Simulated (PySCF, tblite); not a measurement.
# C₅H₈BClO: geometry, infrared bands and NMR shifts

Aim: predict the infrared bands and NMR shifts of C₅H₈BClO (`C=C/C=C(\Cl)OBC`).

The runs use tblite 0.8.0 and PySCF 2.14.0, with density-fitted response routines of our own; the level of theory stands in each step. All values are computed, except where a source is named. Atoms are numbered from 0 throughout.

**1. The molecule as given**

16 atoms, charge 0, multiplicity 1; geometry from: force field or distance geometry start.

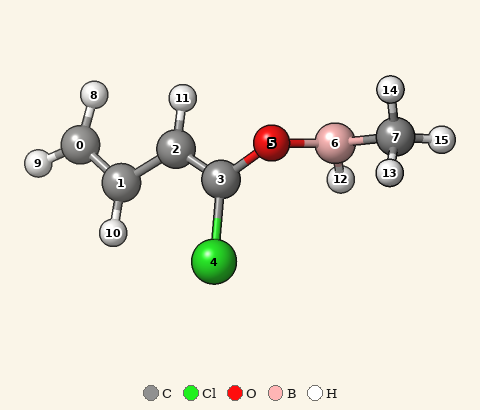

As it starts; carbon grey, chlorine green, oxygen red, boron pink, hydrogen white, atoms numbered; sticks join atoms by distance.

**2. Geometry optimisation with GFN2-xTB**

The job: settings as JSON, then the geometry in Å.

```
{"job": {"kind": "relax", "xc": "GFN2-xTB", "basis": "xTB"}, "charge": 0, "multiplicity": 1}
C      3.497600    -0.639000    -0.567200
C      2.606600     0.359500    -0.355700
C      1.294200    -0.089100     0.106100
C      0.300500     0.767700     0.357100
Cl     0.571900     2.487700     0.183300
O     -0.919400     0.235100     0.781500
B     -2.062300     0.097200    -0.164000
C     -3.509600     0.306700     0.460000
H      3.109500    -1.635700    -0.383300
H      4.495100    -0.442600    -0.895300
H      2.864700     1.390600    -0.491100
H      1.070700    -1.142700     0.234500
H     -1.898000     0.557000    -1.244100
H     -3.473600     1.254900     0.998800
H     -3.630400    -0.484100     1.245900
H     -4.325300     0.253300    -0.277900
```

Launch:

```sh
$ OMP_NUM_THREADS=1 python probes_run.py task.json out
```

The driver reads the jobs from task.json and runs them one after another.

The program printed:

```text
step      E/eV     max force
  0    -669.14329    3.400
  1    -669.50739    2.409
  2    -669.75938    2.107
  3    -669.87368    1.100
  4    -669.96199    0.493
  5    -669.99458    0.508
  6    -670.02595    0.431
  7    -670.04494    0.337
  8    -670.06038    0.299
  9    -670.07101    0.257
 10    -670.08161    0.245
 11    -670.09085    0.246
 12    -670.09791    0.231
 13    -670.10522    0.195
 14    -670.11206    0.195
 15    -670.11675    0.160
 16    -670.11947    0.185
 17    -670.12163    0.164
 18    -670.12413    0.131
 19    -670.12728    0.162
 20    -670.13041    0.150
 21    -670.13308    0.140
 22    -670.13542    0.131
 23    -670.13755    0.127
 24    -670.13911    0.085
 25    -670.14000    0.060
 26    -670.14056    0.050
 27    -670.14106    0.057
 28    -670.14159    0.052
 29    -670.14213    0.068
 30    -670.14276    0.082
 31    -670.14372    0.090
 32    -670.14523    0.121
 33    -670.14726    0.121
 34    -670.14939    0.102
 35    -670.15139    0.115
 36    -670.15346    0.102
 37    -670.15581    0.120
 38    -670.15866    0.131
 39    -670.16162    0.116
 40    -670.16398    0.117
 41    -670.16552    0.103
 42    -670.16675    0.084
 43    -670.16796    0.075
 44    -670.16886    0.076
 45    -670.16944    0.072
 46    -670.16996    0.055
 47    -670.17090    0.057
 48    -670.17186    0.072
 49    -670.17320    0.081
 50    -670.17422    0.072
 51    -670.17502    0.078
 52    -670.17600    0.073
 53    -670.17713    0.075
 54    -670.17833    0.074
 55    -670.17939    0.084
 56    -670.18053    0.104
 57    -670.18204    0.115
 58    -670.18462    0.152
 59    -670.18761    0.177
 60    -670.19138    0.203
 61    -670.19440    0.223
 62    -670.19974    0.157
 63    -670.20432    0.154
 64    -670.21044    0.174
 65    -670.21403    0.149
 66    -670.21719    0.149
 67    -670.21990    0.178
 68    -670.21877    0.419
 69    -670.22567    0.127
 70    -670.22772    0.103
 71    -670.23068    0.109
 72    -670.23169    0.091
 73    -670.23299    0.060
 74    -670.23372    0.052
 75    -670.23410    0.050
 76    -670.23453    0.046
 77    -670.23496    0.036
 78    -670.23538    0.038
 79    -670.23568    0.043
 80    -670.23591    0.050
 81    -670.23614    0.049
 82    -670.23646    0.059
 83    -670.23682    0.063
 84    -670.23715    0.048
 85    -670.23741    0.029
 86    -670.23761    0.032
 87    -670.23779    0.033
 88    -670.23799    0.031
 89    -670.23822    0.033
 90    -670.23850    0.038
 91    -670.23885    0.042
 92    -670.23916    0.052
 93    -670.23942    0.038
 94    -670.23965    0.033
 95    -670.23989    0.032
 96    -670.24008    0.038
 97    -670.24024    0.035
 98    -670.24037    0.022
 99    -670.24045    0.020
100    -670.24050    0.014
101    -670.24053    0.026
102    -670.24057    0.017
103    -670.24063    0.020
104    -670.24071    0.027
105    -670.24081    0.036
106    -670.24097    0.041
107    -670.24119    0.038
108    -670.24148    0.046
109    -670.24181    0.062
110    -670.24214    0.059
111    -670.24244    0.040
112    -670.24268    0.041
113    -670.24282    0.035
114    -670.24289    0.019
115    -670.24293    0.016
116    -670.24296    0.017
117    -670.24300    0.021
118    -670.24306    0.025
119    -670.24313    0.022
120    -670.24319    0.024
121    -670.24325    0.021
122    -670.24331    0.017
123    -670.24336    0.018
124    -670.24340    0.020
125    -670.24346    0.022
126    -670.24356    0.026
127    -670.24377    0.038
128    -670.24414    0.050
129    -670.24472    0.067
130    -670.24526    0.089
131    -670.24549    0.090
132    -670.24621    0.072
133    -670.24591    0.104
134    -670.24661    0.024
135    -670.24676    0.045
136    -670.24691    0.036
137    -670.24717    0.035
138    -670.24728    0.025
139    -670.24746    0.044
140    -670.24761    0.040
141    -670.24772    0.044
142    -670.24787    0.034
143    -670.24807    0.018
144    -670.24808    0.047
145    -670.24815    0.025
146    -670.24818    0.010
147    -670.24822    0.011
148    -670.24825    0.013
149    -670.24827    0.011
150    -670.24830    0.012
151    -670.24830    0.034
152    -670.24835    0.017
153    -670.24838    0.014
154    -670.24842    0.015
155    -670.24845    0.014
156    -670.24848    0.012
157    -670.24852    0.012
158    -670.24855    0.020
159    -670.24857    0.015
160    -670.24860    0.018
161    -670.24863    0.015
162    -670.24865    0.012
163    -670.24868    0.018
164    -670.24872    0.022
165    -670.24877    0.021
166    -670.24881    0.019
167    -670.24885    0.017
168    -670.24886    0.008
```

It took 0.97 s on 1 thread of Arm Neoverse V2, shared host; peak memory 0.18 GiB.

Step by step: (not every step is listed)

| step | energy from step 0 (eV) | largest force (eV/Å) |
| --- | --- | --- |
| 0 | 0.0000 | 3.4003 |
| 1 | -0.3641 | 2.4090 |
| 2 | -0.6161 | 2.1066 |
| 3 | -0.7304 | 1.1003 |
| 4 | -0.8187 | 0.4926 |
| 5 | -0.8513 | 0.5084 |
| 6 | -0.8827 | 0.4307 |
| 7 | -0.9017 | 0.3372 |
| 8 | -0.9171 | 0.2991 |
| 23 | -0.9943 | 0.1275 |
| 38 | -1.0154 | 0.1307 |
| 53 | -1.0338 | 0.0752 |
| 68 | -1.0755 | 0.4192 |
| 83 | -1.0935 | 0.0627 |
| 98 | -1.0971 | 0.0219 |
| 113 | -1.0995 | 0.0346 |
| 128 | -1.1009 | 0.0497 |
| 143 | -1.1048 | 0.0177 |
| 158 | -1.1053 | 0.0202 |
| 163 | -1.1054 | 0.0177 |
| 164 | -1.1054 | 0.0217 |
| 165 | -1.1055 | 0.0215 |
| 166 | -1.1055 | 0.0195 |
| 167 | -1.1056 | 0.0165 |
| 168 | -1.1056 | 0.0083 |

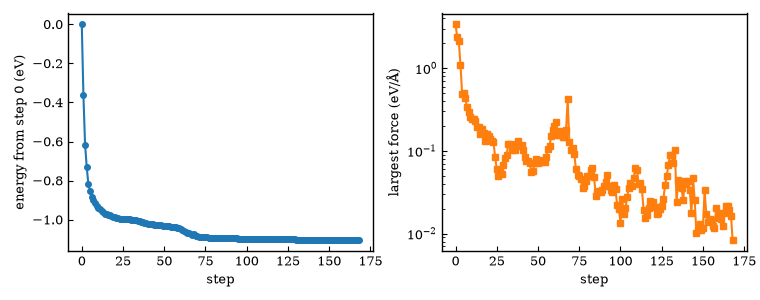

Energy and force, step by step.

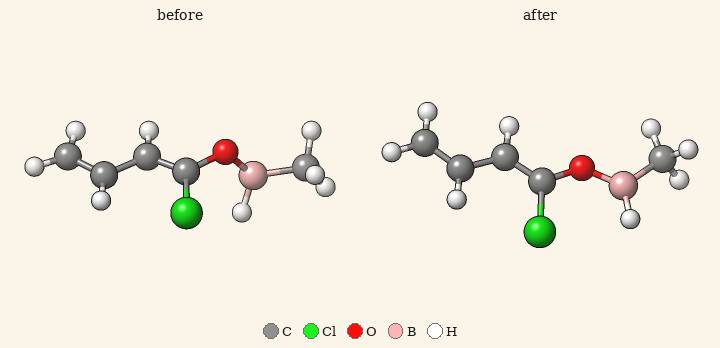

The geometry before (left) and after (right).

Close pairs (by a distance rule), those that changed most:

| bond | before (Å) | after (Å) | change (Å) |
| --- | --- | --- | --- |
| O5–B6 | 1.490 | 1.345 | -0.145 |
| C3–O5 | 1.397 | 1.333 | -0.064 |
| C7–H14 | 1.121 | 1.086 | -0.036 |
| C0–C1 | 1.355 | 1.331 | -0.024 |
| C1–C2 | 1.462 | 1.439 | -0.023 |
| C7–H15 | 1.101 | 1.088 | -0.013 |
| C3–Cl4 | 1.750 | 1.740 | -0.010 |
| B6–C7 | 1.590 | 1.580 | -0.010 |

The end geometry stands in the next job.

**3. Infrared spectrum with GFN2-xTB**

The job: settings as JSON, then the geometry in Å.

```
{"job": {"kind": "ir", "xc": "GFN2-xTB", "basis": "xTB"}, "charge": 0, "multiplicity": 1}
C      3.631233    -0.736224    -0.229987
C      2.641891     0.139375    -0.388940
C      1.271130    -0.157949    -0.069504
C      0.232125     0.677689    -0.209874
Cl     0.450794     2.290936    -0.823910
O     -1.006001     0.302491     0.110768
B     -2.179923     0.958288     0.091864
C     -3.447187     0.133440     0.550297
H      3.452644    -1.727583     0.152875
H      4.648898    -0.491465    -0.477869
H      2.844663     1.128066    -0.774999
H      1.051871    -1.142785     0.318665
H     -2.269210     2.083550    -0.245764
H     -3.942873     0.616706     1.389681
H     -3.202612    -0.882952     0.843550
H     -4.185044     0.084846    -0.248262
```

The program printed:

```text
mode    cm-1     km/mol
  1      14.6      0.05
  2      82.2      0.72
  3      96.6      0.46
  4     107.3      0.38
  5     132.3      0.03
  6     186.6      0.55
  7     239.2      0.03
  8     293.3      0.16
  9     355.6      0.20
 10     406.3      5.83
 11     509.1      0.10
 12     560.9      0.12
 13     629.6     13.58
 14     650.2      0.32
 15     666.3      9.05
 16     814.7      7.20
 17     834.4     18.09
 18     884.4     12.20
 19     884.8    121.11
 20     946.3      9.14
 21    1007.3     20.07
 22    1012.8     21.52
 23    1030.7    150.67
 24    1137.3      5.23
 25    1187.9     73.54
 26    1216.6     40.66
 27    1278.3    285.83
 28    1309.2    427.84
 29    1383.8     26.73
 30    1408.2     10.01
 31    1483.3      2.19
 32    1489.3      1.22
 33    1632.1     93.97
 34    1655.8      0.10
 35    2567.2    130.22
 36    3018.8     24.53
 37    3033.0     17.40
 38    3058.0     25.62
 39    3072.9      1.68
 40    3084.4     25.46
 41    3103.5     23.87
 42    3139.8     33.04
```

It took 0.46 s on 1 thread of Arm Neoverse V2, shared host; peak memory 0.18 GiB.

Which atoms move in the most intense modes:

| cm⁻¹ | km/mol | atoms |
| --- | --- | --- |
| 885 | 121.1 | B6 27 %, H15 18 %, H12 18 %, H13 18 % |
| 1031 | 150.7 | H12 29 %, C3 22 %, O5 20 %, B6 18 % |
| 1188 | 73.5 | C2 30 %, C1 23 %, H10 22 % |
| 1217 | 40.7 | H11 69 % |
| 1278 | 285.8 | H10 41 %, B6 22 %, O5 15 % |
| 1309 | 427.8 | O5 25 %, B6 20 %, H10 17 % |
| 1632 | 94.0 | C2 49 %, C3 47 % |
| 2567 | 130.2 | H12 92 % |

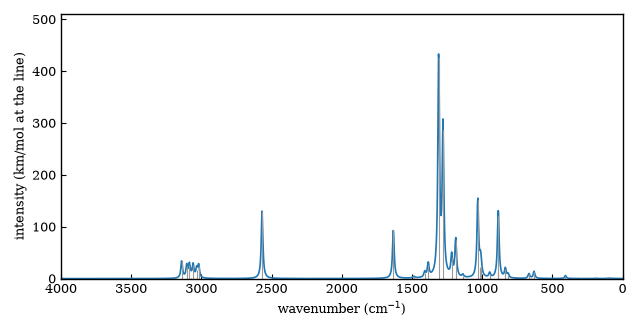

The infrared spectrum from these modes, unscaled. Lines are broadened to a width of 14 cm⁻¹ (Lorentzian).

**4. NMR shieldings: PBE0/pcSseg-1**

Same as in step 3 but for these lines:

```diff
@@ -1,2 +1,2 @@
-{"job": {"kind": "ir", "xc": "GFN2-xTB", "basis": "xTB"}, "charge": 0, "multiplicity": 1}
+{"job": {"kind": "nmr", "xc": "PBE0", "basis": "pcSseg-1"}, "charge": 0, "multiplicity": 1}
 C      3.631233    -0.736224    -0.229987
```

Method: GIAO PBE0/pcSseg-1 NMR shielding, non-relativistic, gas phase.

The program printed:

```text
coarse grid: 14192 points
cycle   1  E = -754.9017777504  dE =  1.129e+00  |g| = 6.884e-01  |ddm| = 3.686e+00
cycle   2  E = -754.7734120328  dE =  1.284e-01  |g| = 1.039e+00  |ddm| = 1.209e+00
cycle   3  E = -755.0013513150  dE = -2.279e-01  |g| = 1.325e-01  |ddm| = 8.528e-01
cycle   4  E = -755.0053286262  dE = -3.977e-03  |g| = 6.277e-02  |ddm| = 1.863e-01
cycle   5  E = -755.0062037927  dE = -8.752e-04  |g| = 2.249e-02  |ddm| = 6.710e-02
cycle   6  E = -755.0063028685  dE = -9.908e-05  |g| = 3.700e-03  |ddm| = 1.781e-02
cycle   7  E = -755.0063061460  dE = -3.278e-06  |g| = 1.083e-03  |ddm| = 4.322e-03
final grid: 133184 points
cycle   8  E = -755.0616654585  dE = -3.772e-05  |g| = 1.083e-02  |ddm| = 3.370e-02
cycle   9  E = -755.0616428549  dE =  2.260e-05  |g| = 1.546e-02  |ddm| = 1.741e-02
cycle  10  E = -755.0616882624  dE = -4.541e-05  |g| = 2.093e-03  |ddm| = 1.107e-02
cycle  11  E = -755.0616892075  dE = -9.451e-07  |g| = 4.662e-04  |ddm| = 2.132e-03
cycle  12  E = -755.0616892508  dE = -4.330e-08  |g| = 1.652e-04  |ddm| = 5.256e-04
cycle  13  E = -755.0616892571  dE = -6.297e-09  |g| = 4.868e-05  |ddm| = 1.735e-04
cycle  14  E = -755.0616892577  dE = -5.896e-10  |g| = 1.446e-05  |ddm| = 5.891e-05
converged SCF energy = -755.0616892577

GIAO shielding tensors (ppm)
atom      isotropic    diamagn.    paramagn.     s11        s22        s33       span
  0 C       61.388     252.004    -190.616    -47.374     69.675    161.863    209.236
  1 C       46.897     253.463    -206.566    -69.396     49.272    160.815    230.212
  2 C       66.837     254.273    -187.435     -8.986     76.620    132.878    141.864
  3 C       33.742     252.094    -218.352    -46.860     64.128     83.959    130.818
  4 Cl     723.584    1147.722    -424.138    509.402    725.028    936.322    426.920
  5 O       71.714     399.128    -327.414    -49.174     10.560    253.757    302.930
  6 B       53.103     192.288    -139.185     -8.405     62.290    105.425    113.831
  7 C      178.097     254.022     -75.925    156.372    182.745    195.175     38.802
  8 H       26.108      30.875      -4.767     22.953     25.157     30.215      7.262
  9 H       26.161      26.733      -0.572     23.398     25.115     29.970      6.572
 10 H       24.747      30.479      -5.732     21.439     21.851     30.952      9.513
 11 H       25.453      34.810      -9.356     23.010     23.857     29.492      6.482
 12 H       25.797      30.876      -5.080     23.223     23.621     30.545      7.322
 13 H       31.068      28.539       2.529     27.900     28.350     36.953      9.052
 14 H       31.120      33.012      -1.892     26.828     30.240     36.292      9.464
 15 H       31.088      28.688       2.400     27.958     28.325     36.981      9.023
```

Run time: 32 s. Hardware: 1 thread of Arm Neoverse V2, shared host; peak memory 0.82 GiB.

The references, computed at this level on geometries of the same kind, shield at (ppm): ¹H TMS 31.72, ¹³C TMS 186.9, ¹⁷O H2O 336.1, ¹¹B BF3·OEt2 100.1, ³⁵Cl HCl 950. Their shielding less the atom's gives the shift. The references are single molecules in the gas phase, so shifts against H2O, NH3, PH3, H3PO4 or CFCl3 are not on the usual liquid scales and can be off by tens of ppm. Atoms listed in one row are averaged.

| atoms | environment | σ (ppm) | δ (ppm) | δ scaled to CDCl3 |
| --- | --- | --- | --- | --- |
| C3 | alkene carbon bearing oxygen | 33.7 | 153.2 | 147.6 |
| C1 | alkene CH | 46.9 | 140.0 | 134.8 |
| C0 | terminal =CH2 carbon | 61.4 | 125.5 | 120.6 |
| C2 | β carbon of an enol-ether or enamine type C=C | 66.8 | 120.1 | 115.3 |
| C7 | methyl carbon bonded to B | 178.1 | 8.8 | 6.7 |
| H10 | hydrogen on an alkene CH | 24.75 | 6.97 | 6.68 |
| H11 | hydrogen on a β carbon of an enol-ether or enamine type C=C | 25.45 | 6.26 | 6.01 |
| H12 | hydrogen on a boron bonded to C, O | 25.80 | 5.92 | – |
| H8 | hydrogen on a terminal =CH2 carbon | 26.11 | 5.61 | 5.39 |
| H9 | hydrogen on a terminal =CH2 carbon | 26.16 | 5.56 | 5.34 |
| H13, H14, H15 | hydrogen on a methyl carbon bonded to B | 31.09 | 0.63 | 0.69 |
| Cl4 | chlorine bonded to C | 724 | 226 | – |
| O5 | oxygen bonded to C, B | 71.7 | 264.4 | – |
| B6 | boron bonded to C, O, H | 53.1 | 47.0 | – |

The scaled column applies a straight-line fit of computed shieldings to shifts measured in CDCl3, with any fitted terms for Cl, Br or S neighbours (root-mean-square error 0.16 ppm for H, 1.9 ppm for C).

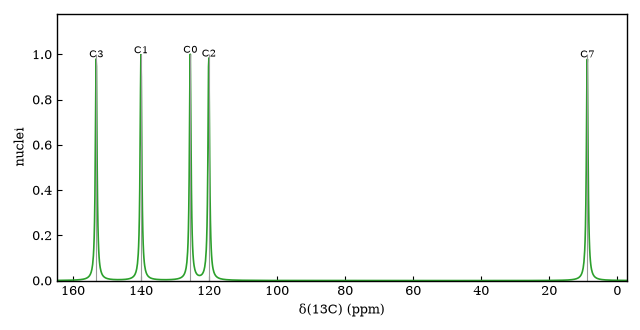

¹³C lines at the computed shifts, without couplings. Lines are broadened to a width of 0.58 ppm (Lorentzian).

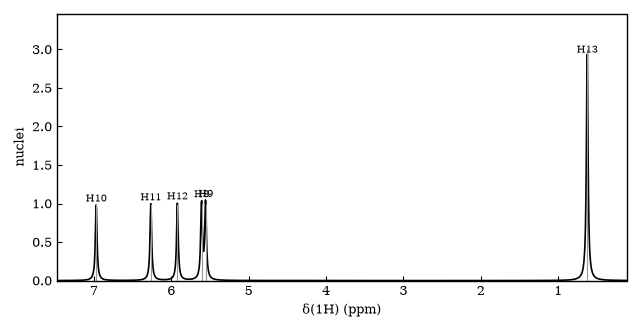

¹H lines at the computed shifts, without couplings. Lines are broadened to a width of 0.03 ppm (Lorentzian).

The run also stored atomic charges by several schemes (e):

| atoms | Mulliken | IAO | Hirshfeld | ESP fit |
| --- | --- | --- | --- | --- |
| C0 | -0.14 | -0.31 | -0.09 | -0.46 |
| C1 | -0.16 | -0.14 | -0.05 | -0.06 |
| C2 | -0.12 | -0.19 | -0.08 | -0.16 |
| C3 | 0.23 | 0.17 | 0.09 | 0.08 |
| Cl4 | -0.09 | -0.03 | 0.00 | -0.05 |
| O5 | -0.42 | -0.30 | -0.12 | -0.31 |
| B6 | 0.40 | 0.28 | 0.20 | 0.68 |
| C7 | -0.53 | -0.59 | -0.20 | -0.69 |

Mulliken charges:

C0 -0.14; C1 -0.16; C2 -0.12; C3 0.23; Cl4 -0.09; O5 -0.42; B6 0.40; C7 -0.53; H8 0.11; H9 0.12; H10 0.12; H11 0.11; H12 -0.03; H13 0.13; H14 0.12; H15 0.13

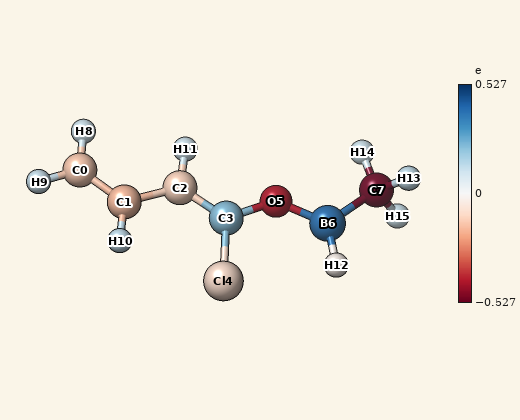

Mulliken charges, as colours on the atoms.

Mayer bond orders: C0–C1 1.90, C1–C2 1.10, C2–C3 1.72, C3–Cl4 1.07, C3–O5 0.95, O5–B6 1.15, B6–C7 1.04.

Orbitals, density, ELF and potential are computed afterwards from the orbital file.

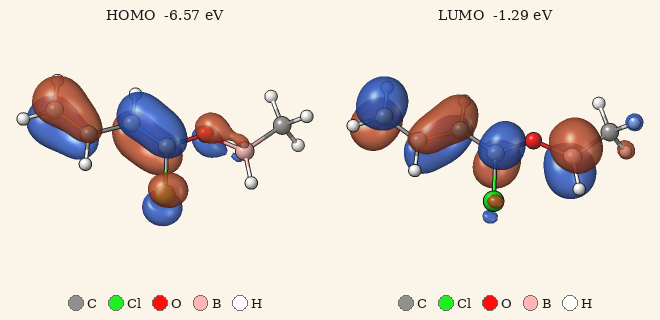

Frontier orbitals at PBE0/pcSseg-1; each surface holds 70 % of the orbital's density, blue and red mark the sign.

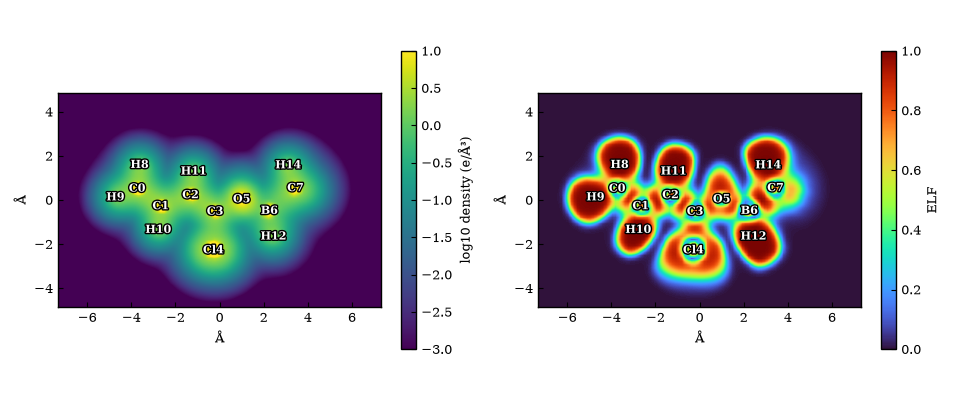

Density (left) and ELF (right) in a plane through or near 14 of the atoms.

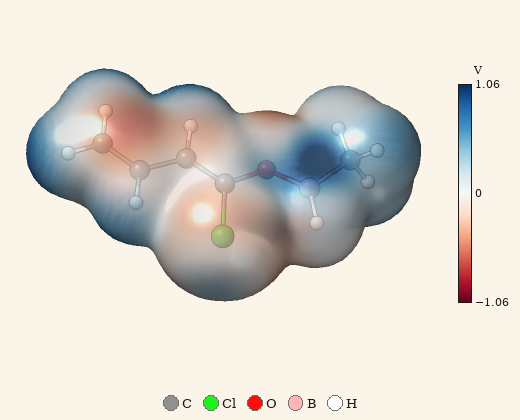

The potential that a unit positive charge feels on the 0.002 e/bohr³ surface, from -0.58 V near C0 to 1.06 V near B6.

**5. Outcome**

| quantity | value |
| --- | --- |
| strongest single infrared mode (GFN2-xTB) | 1309 cm⁻¹, 428 km/mol |
| zero-point energy (GFN2-xTB) | 73.8 kcal/mol |
| ¹³C shifts against TMS (PBE0/pcSseg-1) | 153.2, 140.0, 125.5, 120.1, 8.8 ppm |
| ¹H shifts against TMS (PBE0/pcSseg-1, means over atoms taken as alike) | 6.97, 6.26, 5.92, 5.61, 5.56, 0.63 ppm |
| ³⁵Cl shifts against HCl (PBE0/pcSseg-1) | 226 ppm |
| ¹⁷O shifts against H2O (PBE0/pcSseg-1) | 264.4 ppm |
| ¹¹B shifts against BF3·OEt2 (PBE0/pcSseg-1) | 47.0 ppm |
| surface potential, least and greatest | -0.58 V and 1.06 V |

**Reading.** Over 168 steps the energy fell by 1.106 eV; of the close pairs, O5–B6 changed most, 1.490 to 1.345 Å. No mode is imaginary among the 42: a minimum at this level. The strongest single mode, at 1309 cm⁻¹, has its largest shares on O5, B6 and H10 (the list is cut at 3 atoms). GFN2-xTB is a fitted tight-binding method: band positions and strengths are rough. Its intensities can rank the bands wrongly. The most deshielded hydrogen is H10 (hydrogen on an alkene CH), at 6.97 ppm: olefinic region. At PBE0/pcSseg-1: Shielding is most anisotropic at Cl4 (span 427 ppm, paramagnetic term -424 ppm). At PBE0/pcSseg-1, counted by nearest atom on the grid, the HOMO lies on C0, C2, C3 about 20 % each; C1 9 %, the LUMO on C0, C3 about 18 % each; B6 17 %.
